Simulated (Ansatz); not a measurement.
**Field-gradient calculation of Mo18S35 (charge +2) (part 3 of 3)**

Continued. System: Mo18S35 (defect cell, 53 atoms in the cell, total charge +2). Method: DFT, PBE, plane-wave PAW, default files, scalar-relativistic, no spin polarisation (Ansatz 0.2.0); cutoff 420 eV, 3×3×2 k-mesh, Fermi–Dirac smearing of 0.01 eV. The structure derives from an entry of the Crystallography Open Database. It belongs to a series of runs on one base structure; here: S vacancy, charge +2, host positions.

File rho_z.tsv:
```
# z_ang	rho[e/angstrom^3]
# format = ansatz-planar-average/11
# lattice	9.507000000	0.000000000	0.000000000
# lattice	-4.753500000	8.233303514	0.000000000
# lattice	0.000000000	0.000000000	12.324000000
# sites	53
# site	42	0.000000000	1.829623003	3.081000000
# site	42	-1.584500000	4.574057508	3.081000000
# site	42	-3.169000000	7.318492012	3.081000000
# site	42	3.169000000	1.829623003	3.081000000
# site	42	1.584500000	4.574057508	3.081000000
# site	42	0.000000000	7.318492012	3.081000000
# site	42	6.338000000	1.829623003	3.081000000
# site	42	4.753500000	4.574057508	3.081000000
# site	42	3.169000000	7.318492012	3.081000000
# site	42	1.584500000	0.914811502	9.243000000
# site	42	0.000000000	3.659246006	9.243000000
# site	42	-1.584500000	6.403680511	9.243000000
# site	42	4.753500000	0.914811502	9.243000000
# site	42	3.169000000	3.659246006	9.243000000
# site	42	1.584500000	6.403680511	9.243000000
# site	42	7.922500000	0.914811502	9.243000000
# site	42	6.338000000	3.659246006	9.243000000
# site	42	4.753500000	6.403680511	9.243000000
# site	16	-1.584500000	4.574057508	7.677852000
# site	16	-3.169000000	7.318492012	7.677852000
# site	16	3.169000000	1.829623003	7.677852000
# site	16	1.584500000	4.574057508	7.677852000
# site	16	0.000000000	7.318492012	7.677852000
# site	16	6.338000000	1.829623003	7.677852000
# site	16	4.753500000	4.574057508	7.677852000
# site	16	3.169000000	7.318492012	7.677852000
# site	16	1.584500000	0.914811502	1.515852000
# site	16	0.000000000	3.659246006	1.515852000
# site	16	-1.584500000	6.403680511	1.515852000
# site	16	4.753500000	0.914811502	1.515852000
# site	16	3.169000000	3.659246006	1.515852000
# site	16	1.584500000	6.403680511	1.515852000
# site	16	7.922500000	0.914811502	1.515852000
# site	16	6.338000000	3.659246006	1.515852000
# site	16	4.753500000	6.403680511	1.515852000
# site	16	0.000000000	1.829623003	10.808148000
# site	16	-1.584500000	4.574057508	10.808148000
# site	16	-3.169000000	7.318492012	10.808148000
# site	16	3.169000000	1.829623003	10.808148000
# site	16	1.584500000	4.574057508	10.808148000
# site	16	0.000000000	7.318492012	10.808148000
# site	16	6.338000000	1.829623003	10.808148000
# site	16	4.753500000	4.574057508	10.808148000
# site	16	3.169000000	7.318492012	10.808148000
# site	16	1.584500000	0.914811502	4.646148000
# site	16	0.000000000	3.659246006	4.646148000
# site	16	-1.584500000	6.403680511	4.646148000
# site	16	4.753500000	0.914811502	4.646148000
# site	16	3.169000000	3.659246006	4.646148000
# site	16	1.584500000	6.403680511	4.646148000
# site	16	7.922500000	0.914811502	4.646148000
# site	16	6.338000000	3.659246006	4.646148000
# site	16	4.753500000	6.403680511	4.646148000
0.000000	4.749179e-2
0.136933	5.201887e-2
0.273867	6.617584e-2
0.410800	9.191827e-2
0.547733	1.318288e-1
0.684667	1.872353e-1
0.821600	2.541435e-1
0.958533	3.211686e-1
1.095467	3.740741e-1
1.232400	4.057076e-1
1.369333	4.227544e-1
1.506267	4.391652e-1
1.643200	4.623407e-1
1.780133	4.856280e-1
1.917067	4.973379e-1
2.054000	4.957400e-1
2.190933	4.999565e-1
2.327867	5.487459e-1
2.464800	6.715104e-1
2.601733	8.586141e-1
2.738667	1.060815e0
2.875600	1.218966e0
3.012533	1.300567e0
3.149467	1.300519e0
3.286400	1.218810e0
3.423333	1.060571e0
3.560267	8.583982e-1
3.697200	6.714690e-1
3.834133	5.489350e-1
3.971067	5.002934e-1
4.108000	4.960568e-1
4.244933	4.974791e-1
4.381867	4.855055e-1
4.518800	4.619788e-1
4.655733	4.387183e-1
4.792667	4.224348e-1
4.929600	4.056540e-1
5.066533	3.742708e-1
5.203467	3.214782e-1
5.340400	2.543920e-1
5.477333	1.872762e-1
5.614267	1.315591e-1
5.751200	9.125493e-2
5.888133	6.501239e-2
6.025067	5.018209e-2
6.162000	4.469292e-2
6.298933	4.776128e-2
6.435867	5.975663e-2
6.572800	8.231642e-2
6.709733	1.176720e-1
6.846667	1.669829e-1
6.983600	2.267077e-1
7.120533	2.867518e-1
7.257467	3.344766e-1
7.394400	3.634730e-1
7.531333	3.796103e-1
7.668267	3.952470e-1
7.805200	4.171046e-1
7.942133	4.395529e-1
8.079067	4.526997e-1
8.216000	4.557771e-1
8.352933	4.673748e-1
8.489867	5.247562e-1
8.626800	6.556171e-1
8.763733	8.490638e-1
8.900667	1.055454e0
9.037600	1.216034e0
9.174533	1.298988e0
9.311467	1.299701e0
9.448400	1.218454e0
9.585333	1.060610e0
9.722267	8.588115e-1
9.859200	6.720766e-1
9.996133	5.494716e-1
10.133067	5.006101e-1
10.270000	4.961422e-1
10.406933	4.974019e-1
10.543867	4.853598e-1
10.680800	4.617971e-1
10.817733	4.384515e-1
10.954667	4.220184e-1
11.091600	4.050894e-1
11.228533	3.736363e-1
11.365467	3.208833e-1
11.502400	2.539462e-1
11.639333	1.870789e-1
11.776267	1.316987e-1
11.913200	9.181604e-2
12.050133	6.610557e-2
12.187067	5.198299e-2
```

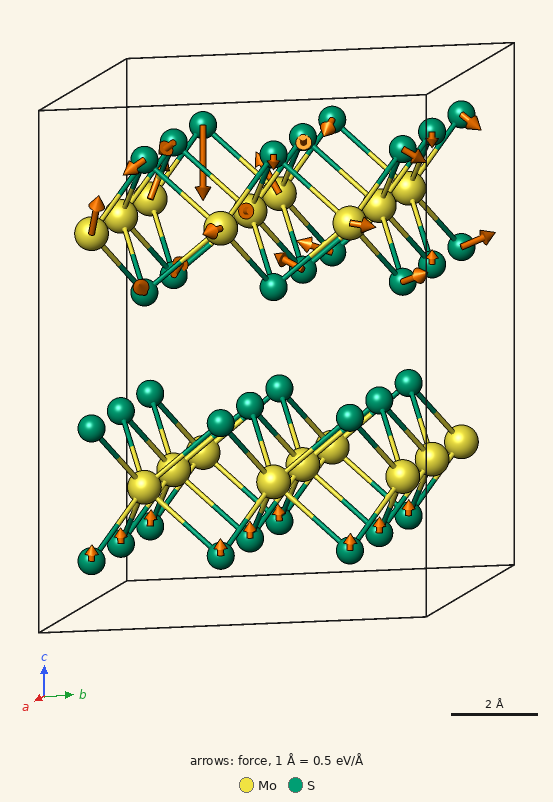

*Forces on the atoms as orange arrows (ball-and-stick view of the cell of the calculation, seen slightly off an axis); the smallest are left out.*

The largest act on S36 (0.90 eV/Å); Mo10, Mo11, Mo16 (0.57 eV/Å); S19, S20, S21, S22, S24, S26 (0.46 eV/Å); S37, S38, S39, S40, S42, S44 (0.33 eV/Å), among others. Atoms are counted from 1 in the order of the input and aren't labelled in the picture. The geometry is not a stationary point of this energy.

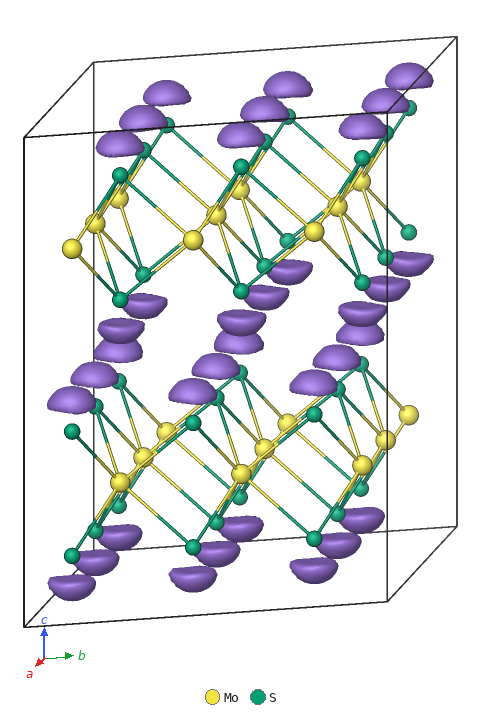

*Isosurface of the ELF at 0.9 (purple), seen slightly off an axis. Core shells and regions of very low density are left out. Sticks mark near contacts. The outline is the calculation cell.*

Profiles from the grid: Mo–S (2.41 Å): the ELF is about 0.45 at the midpoint. In a PAW calculation such maps are meaningful between the atoms, not at the nuclei.

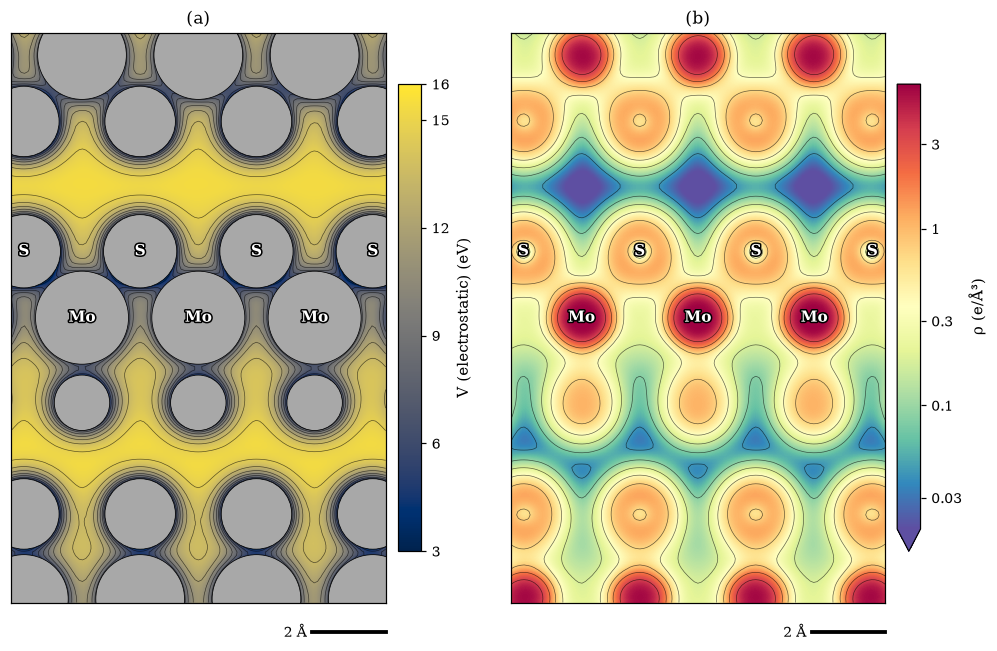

*(a) electrostatic potential energy of an electron; (b) valence charge density (pseudo) on the (101) plane of the calculation cell. Grey discs, where drawn, cover atomic cores.*

Mo–S (2.41 Å): ρ is about 0.6 e/Å³ halfway. Away from the nuclei the density in this plane falls to 0.01 e/Å³ at its lowest. Outside the cores the potential energy rises away from the atoms and is highest about 2.2 Å from the nearest atoms; outside the discs it spans about 12 eV, and its zero is arbitrary.

This output came from the following input.

Input:
```yaml
crystal:
  lattice:
    - [9.507, 0.0, 0.0]
    - [-4.7535, 8.2333035138, 0.0]
    - [0.0, 0.0, 12.324]
  atoms:
    - { symbol: Mo, position: [0.1111111111, 0.2222222222, 0.25] }
    - { symbol: Mo, position: [0.1111111111, 0.5555555556, 0.25] }
    - { symbol: Mo, position: [0.1111111111, 0.8888888889, 0.25] }
    - { symbol: Mo, position: [0.4444444444, 0.2222222222, 0.25] }
    - { symbol: Mo, position: [0.4444444444, 0.5555555556, 0.25] }
    - { symbol: Mo, position: [0.4444444444, 0.8888888889, 0.25] }
    - { symbol: Mo, position: [0.7777777778, 0.2222222222, 0.25] }
    - { symbol: Mo, position: [0.7777777778, 0.5555555556, 0.25] }
    - { symbol: Mo, position: [0.7777777778, 0.8888888889, 0.25] }
    - { symbol: Mo, position: [0.2222222222, 0.1111111111, 0.75] }
    - { symbol: Mo, position: [0.2222222222, 0.4444444444, 0.75] }
    - { symbol: Mo, position: [0.2222222222, 0.7777777778, 0.75] }
    - { symbol: Mo, position: [0.5555555556, 0.1111111111, 0.75] }
    - { symbol: Mo, position: [0.5555555556, 0.4444444444, 0.75] }
    - { symbol: Mo, position: [0.5555555556, 0.7777777778, 0.75] }
    - { symbol: Mo, position: [0.8888888889, 0.1111111111, 0.75] }
    - { symbol: Mo, position: [0.8888888889, 0.4444444444, 0.75] }
    - { symbol: Mo, position: [0.8888888889, 0.7777777778, 0.75] }
    - { symbol: S, position: [0.1111111111, 0.5555555556, 0.623] }
    - { symbol: S, position: [0.1111111111, 0.8888888889, 0.623] }
    - { symbol: S, position: [0.4444444444, 0.2222222222, 0.623] }
    - { symbol: S, position: [0.4444444444, 0.5555555556, 0.623] }
    - { symbol: S, position: [0.4444444444, 0.8888888889, 0.623] }
    - { symbol: S, position: [0.7777777778, 0.2222222222, 0.623] }
    - { symbol: S, position: [0.7777777778, 0.5555555556, 0.623] }
    - { symbol: S, position: [0.7777777778, 0.8888888889, 0.623] }
    - { symbol: S, position: [0.2222222222, 0.1111111111, 0.123] }
    - { symbol: S, position: [0.2222222222, 0.4444444444, 0.123] }
    - { symbol: S, position: [0.2222222222, 0.7777777778, 0.123] }
    - { symbol: S, position: [0.5555555556, 0.1111111111, 0.123] }
    - { symbol: S, position: [0.5555555556, 0.4444444444, 0.123] }
    - { symbol: S, position: [0.5555555556, 0.7777777778, 0.123] }
    - { symbol: S, position: [0.8888888889, 0.1111111111, 0.123] }
    - { symbol: S, position: [0.8888888889, 0.4444444444, 0.123] }
    - { symbol: S, position: [0.8888888889, 0.7777777778, 0.123] }
    - { symbol: S, position: [0.1111111111, 0.2222222222, 0.877] }
    - { symbol: S, position: [0.1111111111, 0.5555555556, 0.877] }
    - { symbol: S, position: [0.1111111111, 0.8888888889, 0.877] }
    - { symbol: S, position: [0.4444444444, 0.2222222222, 0.877] }
    - { symbol: S, position: [0.4444444444, 0.5555555556, 0.877] }
    - { symbol: S, position: [0.4444444444, 0.8888888889, 0.877] }
    - { symbol: S, position: [0.7777777778, 0.2222222222, 0.877] }
    - { symbol: S, position: [0.7777777778, 0.5555555556, 0.877] }
    - { symbol: S, position: [0.7777777778, 0.8888888889, 0.877] }
    - { symbol: S, position: [0.2222222222, 0.1111111111, 0.377] }
    - { symbol: S, position: [0.2222222222, 0.4444444444, 0.377] }
    - { symbol: S, position: [0.2222222222, 0.7777777778, 0.377] }
    - { symbol: S, position: [0.5555555556, 0.1111111111, 0.377] }
    - { symbol: S, position: [0.5555555556, 0.4444444444, 0.377] }
    - { symbol: S, position: [0.5555555556, 0.7777777778, 0.377] }
    - { symbol: S, position: [0.8888888889, 0.1111111111, 0.377] }
    - { symbol: S, position: [0.8888888889, 0.4444444444, 0.377] }
    - { symbol: S, position: [0.8888888889, 0.7777777778, 0.377] }
total_charge: 2
kpoints:
  mp_grid: { grid: [3, 3, 2] }
scf:
  occupations: { method: fermi_dirac, width: 0.01 }
hamiltonian:
  xc: pbe
  pseudopotentials: { kind: paw }
output:
  forces: true
  stress: true
  populations: true
  efg:
    quadrupole_moments_barn: { Mo: -0.022, S: -0.0694 }
    contact_densities: true
  write_density: true
  write_potential: true
  elf: true
  volumetric_format: npy
```

Launch command:
```bash
ansatz run input.yaml --threads 4 --pin off --max-ram 8192MiB --backend cpu --events-out ev --progress --plain --runs-dir out
```

Key numbers:

| quantity | value |
| --- | --- |
| outcome | converged |
| electrons treated | 460 |
| free energy | −120845.6266 eV |
| Fermi energy | 10.121 eV |
| pressure | 1.31 GPa |
| field gradient V_zz (10²¹ V/m²) | Mo −6.58, Mo −6.60, Mo −6.60, Mo −6.60, Mo −6.60, Mo −6.50, Mo −6.60, Mo −6.47 (the first 8 of 53 sites) |
| largest force (length of the vector) | 0.902 eV/Å |
| hardware | 4 threads of AMD EPYC (Zen 5), 24 GiB of memory available, shared host |
| wall time | 40 s (CPU time 2.6 min) |
| peak memory | 5.1 GiB |

Warnings of the run: the field gradients leave out spin–orbit coupling. The cell is charged and computed with a neutralising background, so its energy and pressure depend on the cell and aren't those of a real crystal.
